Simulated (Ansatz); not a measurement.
# CdF2 monolayer (1T): phonons and vibrational spectra, part 3 of 3

Task: relax CdF2 monolayer (1T), then find its harmonic phonons.

Ansatz 0.2.0; DFT LDA, scalar-relativistic, plane waves, PAW.

So far. Step 4 (Tight relaxation): The largest force component left is 0.081 meV/Å, within the tolerances set. Step 5 (Zone-centre response): Before it was imposed, the acoustic sum rule was missed by 3.6e-5 eV/Å² and the charge sum rule by 3.9e-5 e. Small misses are needed for a sound result but don't prove that mesh and cutoff are converged. The lowest optical mode is real, 258 cm⁻¹.

### 6. Response at finite wavevector (continued)

The phonon density of states has structure finer than the step of the table below, so its rows give means over 25 cm⁻¹, whole bins alone (the curve runs from 2.5 to 398 cm⁻¹). Peaks (cm⁻¹: height): 47.5: 0.0714, 147.5: 0.0349, 232.5: 0.0659, 242.5: 0.0652, 282.5: 0.0711, 337.5: 0.0748, 392.5: 0.0918.

Tetrahedra on a 24×24×1 mesh, mean over bins of 5 cm-1. Interpolated from a 6×6×1 q mesh. The phonon density of states by wavenumber; means over each step:

```csv
wavenumber (cm⁻¹),phonon density of states (1/cm⁻¹/cell)
25,0.0166
50,0.0294
75,0.0121
100,0.0190
125,0.0158
150,0.0231
175,0
200,0
225,0.0264
250,0.0471
275,0.0410
300,0.0147
325,0.0399
350,0.0316
375,0.00921
```

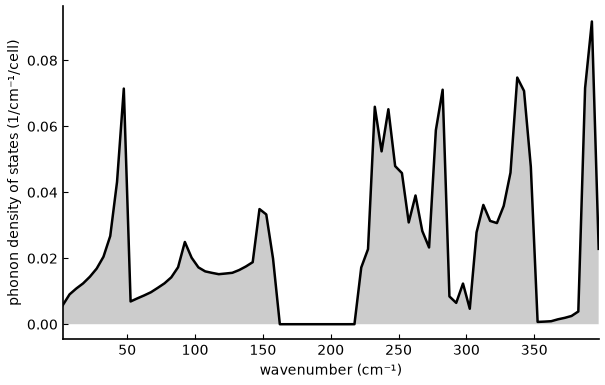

Phonon density of states against wavenumber.

The partial phonon density of states has structure finer than the step of the table below, so its rows give means over 25 cm⁻¹, whole bins alone (the curve runs from -10 to 425 cm⁻¹). Peaks (cm⁻¹: height): Cd 44.8: 0.0517, 91.3: 0.0179, 151.6: 0.0222, 280.3: 0.0106, 340.5: 0.0103; F 151.6: 0.00979, 241.9: 0.0568, 280.3: 0.0525, 340.5: 0.0636, 389.8: 0.0784.

Phonopy on the run's constants, 19x19x1 mesh, Gaussian sigma 3.1 cm-1. Interpolated from a 6×6×1 q mesh. The partial phonon density of states by wavenumber; means over each step; values in 1/cm⁻¹/cell:

```csv
wavenumber (cm⁻¹),Cd,F
25,0.0132,0.00347
50,0.0249,0.00407
75,0.00965,0.00260
100,0.0152,0.00353
125,0.0128,0.00376
150,0.0155,0.00674
175,2.1e-4,1.0e-4
200,0,9.2e-6
225,7.7e-4,0.0257
250,0.00354,0.0441
275,0.00598,0.0333
300,0.00211,0.0137
325,0.00546,0.0349
350,0.00451,0.0280
375,5.8e-4,0.00810
400,0.00235,0.0268
```

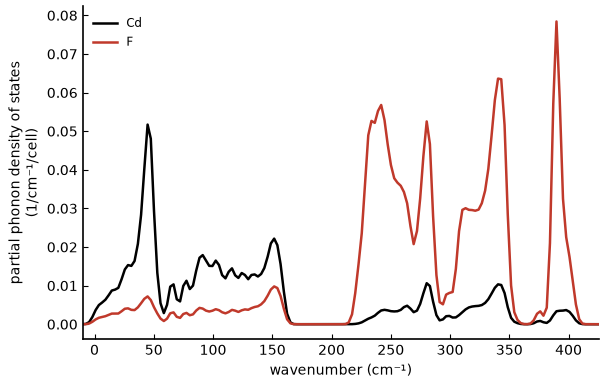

Partial phonon density of states, plotted against wavenumber.

Harmonic thermodynamic functions per atom, from the density of states. Interpolated from a 6×6×1 q mesh. Thermodynamic functions, by row:

```csv
T (K),F_vib (meV/atom),S (J/mol-atom/K),C_V (J/mol-atom/K)
0,42.83,0,0
100,37.78,10.49,11.6
200,21.11,21.33,19.31
300,-5.58,29.78,22.09
400,-39.96,36.31,23.25
500,-80.41,41.57,23.83
600,-125.8,45.95,24.16
700,-175.4,49.69,24.36
800,-228.7,52.95,24.49
900,-285.1,55.84,24.58
1000,-344.3,58.44,24.65
```

Symmetry leaves 7 wavevectors to solve. The lowest mode among them, the acoustic zeros apart, lies at q = (0, 0.167, 0) and is real, 13.5 cm⁻¹.

### 7. Isotope substitution

An isotope changes the mass and not the force constants, so no new electronic calculation is needed; the shifts show which modes move this element.

The same force constants with the mass of Cd changed from 112.414 to 115.905 u (phonopy, no LO-TO term). Both lists are sorted by frequency; levels can cross, so a row need not hold one and the same mode. Modes under 3 cm⁻¹ are left out. Isotope shifts, by row:

```csv
q,rank,natural mass (cm⁻¹),changed mass (cm⁻¹)
0 0 0,4,258,258
0 0 0,5,258,258
0 0 0,6,295.4,294.3
0 0 0,7,295.4,294.3
0 0 0,8,310.8,310.8
0 0 0,9,325.1,323.9
0 0.1667 0,1,13.48,13.33
0 0.1667 0,2,45.1,44.58
0 0.1667 0,3,79.28,78.38
0 0.1667 0,4,244.3,244.2
0 0.1667 0,5,266.6,266.2
0 0.1667 0,6,296.1,295.4
0 0.1667 0,7,310,309.8
0 0.1667 0,8,312,311.1
0 0.1667 0,9,390.7,389.6
0 0.3333 0,1,36.61,36.14
0 0.3333 0,2,79.7,78.71
0 0.3333 0,3,137.7,136.2
0 0.3333 0,4,227.6,227.4
0 0.3333 0,5,255.2,254.7
0 0.3333 0,6,283.2,282.6
0 0.3333 0,7,327.8,327.4
0 0.3333 0,8,333.1,332.4
0 0.3333 0,9,394.2,393.7
0 -0.5 0,1,47.22,46.58
0 -0.5 0,2,93.27,92.06
0 -0.5 0,3,159.2,157.5
0 -0.5 0,4,220.5,220.5
0 -0.5 0,5,241.3,241.3
0 -0.5 0,6,283.9,282.6
0 -0.5 0,7,340.8,340.1
0 -0.5 0,8,341.5,340.8
0 -0.5 0,9,389,389
```

A mode of this element alone would shift by -1.52 %. The highest zone-centre frequency without the field goes from 325.1 to 323.9 cm⁻¹ (-0.4 %). The product of the frequency ratios over all optical modes at Γ is 0.989; the product rule, (m/m′)^(3k/2) (M′/M)^(3/2) with k = 1 such atoms and M the mass of the cell, gives 0.989.

### 8. Summary of results

```json
{"space group after relaxation (within 0.01 Å)": "P-3m1", "area per atom": "3.42 Å²", "gap on the k-mesh": "3.80 eV", "highest optical mode at the zone centre (no LO-TO term)": "325 cm⁻¹", "lowest optical zone-centre mode": "258 cm⁻¹", "largest Born charge (third of the trace)": "1.94 e", "lowest mode on the q mesh (acoustic modes at Γ apart)": "13.5 cm⁻¹", "highest frequency on the path or at a solved wavevector": "396 cm⁻¹", "zero-point energy per atom": "42.8 meV", "heat capacity at 300 K": "22.1 J/(mol atoms K)", "vibrational entropy at 300 K": "29.8 J/(mol atoms K)", "imaginary modes on the 6×6×1 q mesh": "none"}
```

The structure is a minimum as far as tested: no mode is imaginary at the 7 irreducible wavevectors of the 6×6×1 mesh, and the softest away from the acoustic zeros lies at 13 cm⁻¹. Without the field, the optical modes at Γ span 258 to 325 cm⁻¹. The highest mode in this list at Γ, 325.1 cm⁻¹, is mostly motion of F (75 % of the kinetic energy). The strongest infrared line is at 295 cm⁻¹. Averaged over orientations, the strongest Raman line at 532 nm and 300 K is at 311 cm⁻¹. On the path and the mesh, the widest gap between branches runs from 159 to 220 cm⁻¹. In a sheet or slab the interpolated bending branch near Γ is rough, since the rotational sum rule isn't imposed. Dielectric tensors refer to the cell with its vacuum. The starting cell was built on a prototype and not taken from a measurement. These are harmonic frequencies at zero temperature: anharmonic shifts, linewidths and thermal expansion are left out.

[Logs are printed without paths, hosts, clocks, repeated set-up lines and the standing remarks that a program may print on its own settings, such as how far it seeks lower states.]

[Hosts, paths, dates, database ids (printed as entryN), source tags and the programs' standing remarks are cut or masked in the printed files.]
